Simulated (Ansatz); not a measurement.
**Effect of x(O) = 0.5, 12 atoms, C2 on HgS**

The parent structure is HgS (space group P3_221, No. 154; a = 4.139 Å, c = 9.408 Å; made of chains).

The other end (x = 1) is HgO (space group P3_221, No. 154; a model cell, its experimental status unchecked; made of chains): 16.48 Å³/atom, gap 1.44 eV; this end may not be an ambient phase.

Now apply this change: a fraction x = 0.5 of the S sites is given to O, ordered in a cell of 12 atoms (starting symmetry C2) and fully relaxed.

Level of theory: PBEsol in Ansatz (plane waves to 420 eV, PAW, spin-orbit coupling left out). k-mesh 10×10×2 (Γ-centred); smearing 0.05 eV (Fermi–Dirac), for the changed cell.

Volume per atom: 20.33 Å³ (base 23.26 Å³)
Density: 9.17 g/cm³ (base 8.31 g/cm³)
Band gap: 1.05 eV (base 1.23 eV)
Gap character (in this cell's own zone, which can be folded): indirect, k = (0.100, 0.100, 0) in the run's primitive reciprocal basis → Γ
Mixing energy: +23 meV/atom (against an end that may be hypothetical)
Bowing parameter b of this ordering, from Eg = [1−x] Eg[0] + x Eg[1] − b x [1−x]: 1.1 eV
Mean first-shell distances: S–Hg 2.386 Å (end compound 2.387 Å), O–Hg 2.021 Å (end compound 2.028 Å)

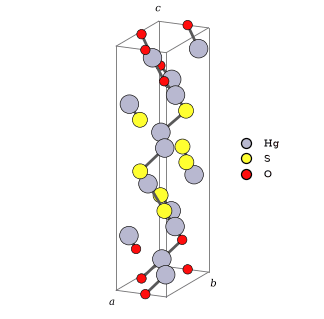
The relaxed conventional cell after the change

Each cell is one ordered arrangement of few atoms, which overstates ordering effects compared with a random alloy. Spin-orbit coupling, missing from the scalar runs, can matter with Hg. Whether these cells are dynamically stable was not tested. No dispersion term is included in the PBEsol runs. Labels are those of the standard path for the cell's own space group.

Ansatz is a first-principles code.
